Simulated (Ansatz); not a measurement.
# Calculations on SiH5F

### Relaxation

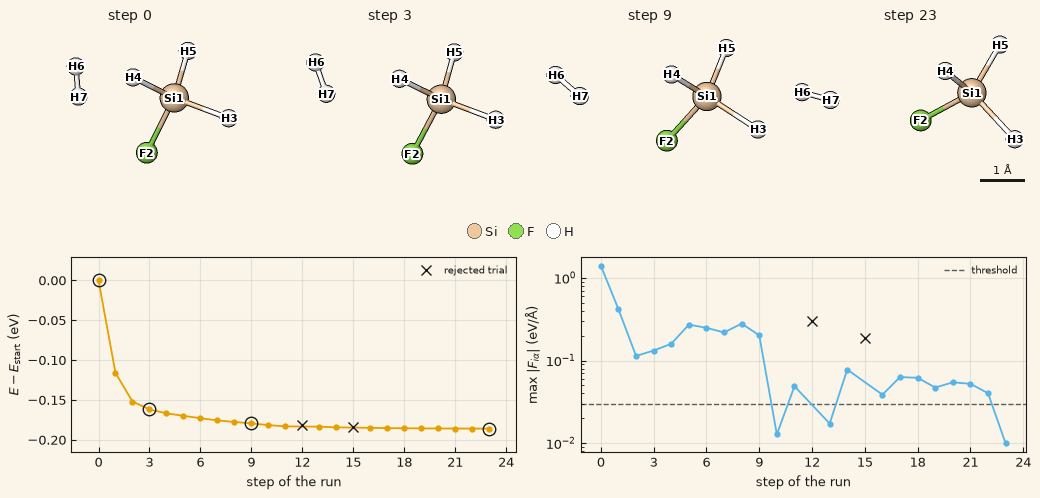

Frames of a relaxation of SiH5F, marked on the history of the run. Style: ball-and-stick. Shown at a tilt.

The run prepares an end point of a later path (reaction) calculation, from a guessed geometry.

Method: RKS B3LYP/def2-SVP (Ansatz). Set-up: no spin polarisation; force threshold 0.03 eV/Å; at most 50 steps.

Q: What happens along the run?

A: The energy falls by 0.186 eV in 21 accepted moves (23 points after the start). The largest force component goes from 1.4 to 0.0099 eV/Å. The line search rejected the trial steps at points 12, 15 of the run. The forces were under the threshold at step 10, but the run went on from there. The atom that moves furthest after the best rigid fit is H6 (1.67 Å). By element the largest moves are H 1.67 Å, F 0.77 Å, Si 0.51 Å. Near-neighbour distances that change, for instance: H6–H7 0.717 → 0.761 Å, Si1–F2 1.613 → 1.632 Å. The run took 31 s on 1 thread of Arm Neoverse V1 (shared host), peak memory 0.11 GiB. From step 0 to 3: H6 moves most (0.55 Å), energy −0.162 eV. From step 3 to 9: H6 moves most (0.64 Å), energy −0.018 eV. From step 9 to 23: H6 moves most (0.56 Å), energy −0.006 eV.

```csv
step,"E − E(0), eV","largest force component, eV/Å",note
0,0.0000,1.4061,
1,-0.1160,0.4171,
2,-0.1518,0.1136,
3,-0.1617,0.1319,
4,-0.1666,0.1594,
5,-0.1698,0.2716,
6,-0.1728,0.2487,
7,-0.1755,0.2186,
8,-0.1774,0.2796,
9,-0.1793,0.2016,
10,-0.1814,0.0127,
11,-0.1830,0.0489,
12,-0.1810,0.3024,rejected
13,-0.1833,0.0173,
14,-0.1842,0.0777,
15,-0.1842,0.1899,rejected
16,-0.1848,0.0386,
17,-0.1852,0.0631,
18,-0.1854,0.0617,
19,-0.1856,0.0471,
20,-0.1856,0.0544,
21,-0.1857,0.0523,
22,-0.1857,0.0401,
23,-0.1858,0.0099,
```

### Relaxation

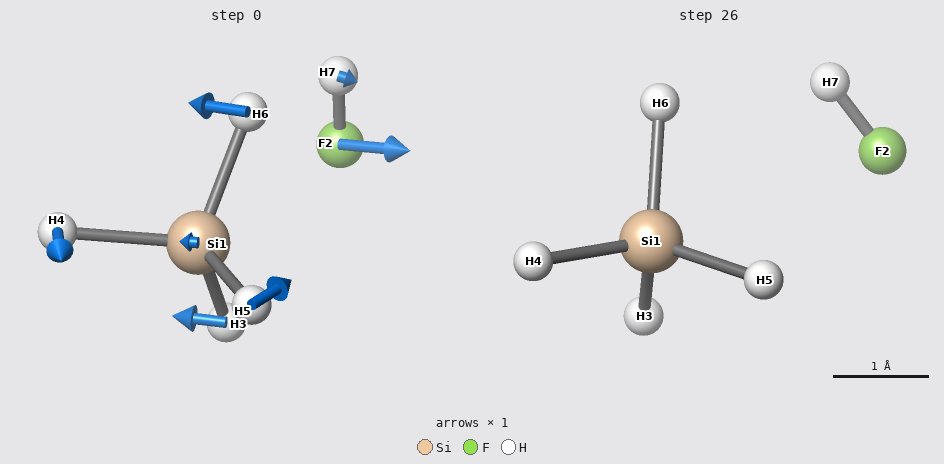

The structure of SiH5F before (left) and after (right) a relaxation, at one scale. The blue arrows give the displacements, at their true length.

Style: ball-and-stick. Shown from a free direction.

The run prepares an end point of a later path (reaction) calculation, from a guessed geometry.

Level of theory: RKS B3LYP/def2-SVP (Ansatz).

Input file:
```yaml
crystal:
  periodic: [false, false, false]
  atoms:
    - { symbol: Si, position_ang: [-0.395105, 4.8e-05, -0.401455] }
    - { symbol: F, position_ang: [0.037256, 0.002521, 2.375138] }
    - { symbol: H, position_ang: [0.979092, -0.000471, 0.140534] }
    - { symbol: H, position_ang: [-0.585188, 1.212466, -1.2536] }
    - { symbol: H, position_ang: [-0.586217, -1.212409, -1.253361] }
    - { symbol: H, position_ang: [-1.49822, 0.000475, 0.57357] }
    - { symbol: H, position_ang: [-0.885918, -0.00263, 2.330674] }
basis:
  gaussian: { orbitals: def2-SVP }
hamiltonian:
  xc: b3lyp
relax:
  f_tol: 0.03
  max_steps: 50
output:
  orbitals: {}
```

Command:
```bash
ansatz run input.yaml --threads 1 --pin off --max-ram 2048MiB --backend cpu --events-out ev --progress --plain --runs-dir out
```

### Describe what moved and what it gained.

The atom that moves furthest after the best rigid fit is F2 (0.85 Å). Largest moves by element: F 0.85 Å, H 0.74 Å, Si 0.21 Å. Among the contacts that change: Si1–H6 1.472 → 1.496 Å, Si1–H3 1.477 → 1.487 Å. Bond angles that change, for instance: H3–Si1–H6 117.0° → 109.5°, H5–Si1–H6 106.4° → 109.5°. Over 21 accepted moves (26 points after the start) the energy falls by 21.2 kJ/mol. Largest force component: 0.83 eV/Å at the start, 0.017 eV/Å at the end. The line search rejected the trial steps at points 4, 9, 11, 20, 25 of the run. The forces were under the threshold at step 12, but the run went on from there.

### Path

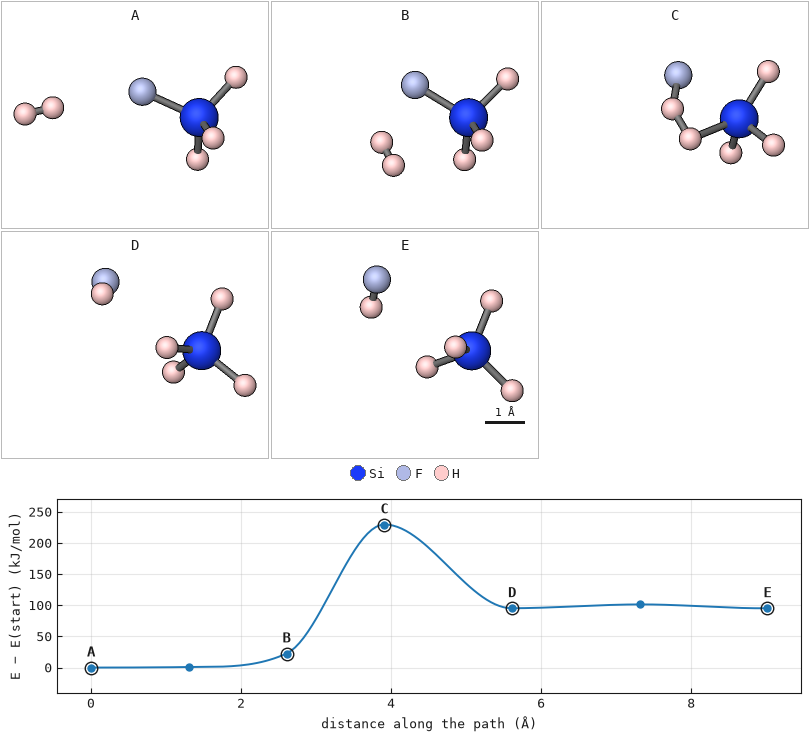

A nudged-elastic-band calculation for SiH₅F, made up at the start of SiH3F and H₂. Images are numbered from 0 (start) to 6 (end). Frames A to E are images 0, 2, 3, 4, 6. The picture is a ball-and-stick view, seen at a tilt.

The calculation used Ansatz 0.2.0, RKS B3LYP/def2-SVP.

The input:
```yaml
crystal:
  periodic: [false, false, false]
  atoms:
    - { symbol: Si, position_ang: [0.565805, 0.0, -0.399729] }
    - { symbol: F, position_ang: [-0.257639, 0.0, 1.009531] }
    - { symbol: H, position_ang: [2.019661, 0.0, -0.09014] }
    - { symbol: H, position_ang: [0.196992, 1.22228, -1.161623] }
    - { symbol: H, position_ang: [0.196992, -1.22228, -1.161623] }
    - { symbol: H, position_ang: [-3.181552, 1.0e-06, 2.29883] }
    - { symbol: H, position_ang: [-2.474561, -1.0e-06, 2.016252] }
basis:
  gaussian: { orbitals: def2-SVP }
hamiltonian:
  xc: b3lyp
neb:
  order_check: false
  images: 5
  f_tol: 0.03
  max_iterations: 60
  final_atoms:
    - { symbol: Si, position_ang: [-0.1161427, 0.33943307, -0.35804955] }
    - { symbol: F, position_ang: [-0.84648233, -1.22039797, 2.22101028] }
    - { symbol: H, position_ang: [1.0780326, 0.48123448, 0.51626551] }
    - { symbol: H, position_ang: [0.02661527, 1.2298742, -1.54568635] }
    - { symbol: H, position_ang: [-0.28127301, -1.06785432, -0.80782676] }
    - { symbol: H, position_ang: [-1.3375661, 0.77195774, 0.39039312] }
    - { symbol: H, position_ang: [-1.45748574, -0.53424721, 2.09539175] }
  initial_path:
    images:
      - { positions_ang: [[0.565805, 0.0, -0.399729], [-0.257639, 0.0, 1.009531], [2.019661, 0.0, -0.09014], [0.196992, 1.22228, -1.161623], [0.196992, -1.22228, -1.161623], [-3.181552, 1.0e-06, 2.29883], [-2.474561, -1.0e-06, 2.016252]] }
      - { positions_ang: [[0.39185068, 0.0, -0.24686656], [-0.24300722, -9.0e-08, 1.33357676], [1.83748175, -2.0e-08, -0.14014546], [-0.05969981, 1.21198671, -0.94587498], [-0.05969987, -1.21198662, -0.9458751], [-2.68276064, 7.0e-07, 1.66158392], [-2.11846689, -6.9e-07, 1.79509942]] }
      - { positions_ang: [[0.21789636, 1.0e-08, -0.09400411], [-0.22837544, -1.7e-07, 1.65762251], [1.65530249, -3.0e-08, -0.19015092], [-0.31639163, 1.20169343, -0.73012696], [-0.31639174, -1.20169324, -0.7301272], [-2.18396928, 3.9e-07, 1.02433784], [-1.76237277, -3.8e-07, 1.57394684]] }
      - { positions_ang: [[0.04394205, 1.0e-08, 0.05885833], [-0.21374365, -2.6e-07, 1.98166827], [1.47312324, -5.0e-08, -0.24015638], [-0.57308344, 1.19140014, -0.51437894], [-0.57308361, -1.19139986, -0.5143793], [-1.68517792, 9.0e-08, 0.38709176], [-1.40627866, -8.0e-08, 1.35279425]] }
      - { positions_ang: [[-0.00941954, 0.11314437, -0.08011096], [-0.42465655, -0.40679949, 2.06144894], [1.34142636, 0.16041146, 0.01198425], [-0.37318387, 1.20422483, -0.85814808], [-0.47581341, -1.15021801, -0.61219512], [-1.56930731, 0.2573193, 0.38819221], [-1.42334768, -0.17808245, 1.60032675]] }
      - { positions_ang: [[-0.06278112, 0.22628872, -0.21908026], [-0.63556944, -0.81359873, 2.14122961], [1.20972948, 0.32082297, 0.26412488], [-0.1732843, 1.21704952, -1.20191721], [-0.37854321, -1.10903616, -0.71001094], [-1.45343671, 0.51463852, 0.38929266], [-1.44041671, -0.35616483, 1.84785925]] }
      - { positions_ang: [[-0.1161427, 0.33943307, -0.35804955], [-0.84648233, -1.22039797, 2.22101028], [1.0780326, 0.48123448, 0.51626551], [0.02661527, 1.2298742, -1.54568635], [-0.28127301, -1.06785432, -0.80782676], [-1.3375661, 0.77195774, 0.39039312], [-1.45748574, -0.53424721, 2.09539175]] }
```

Run as
```bash
ansatz run input.yaml --threads 1 --pin off --max-ram 2048MiB --backend cpu --events-out ev --progress --plain --runs-dir out
```

> What happens along the path, and what is the barrier?

The highest point, image 3, lies 229.7 kJ/mol above the start and 134.5 kJ/mol above the end; the end is at +95.2 kJ/mol relative to the start. The path has more than one stage, and so few images may leave a stage unresolved. Breaking: H–H (0.76 → 2.15 Å), F–Si (1.63 → 3.10 Å). Forming: F–H (2.43 → 0.93 Å), H–Si (4.62 → 1.50 Å). The band converged in 24 iterations. The largest component of the band force went from 12 to 0.019 eV/Å. The climbing image converged on the top of the path. Its vibrational analysis gives one imaginary mode (1173i cm⁻¹), as a transition state must have.

Limits of the set-up: the start holds two separate molecules, 2.4 Å apart at their closest, whose relative position is a soft coordinate and is computed without a dispersion correction.
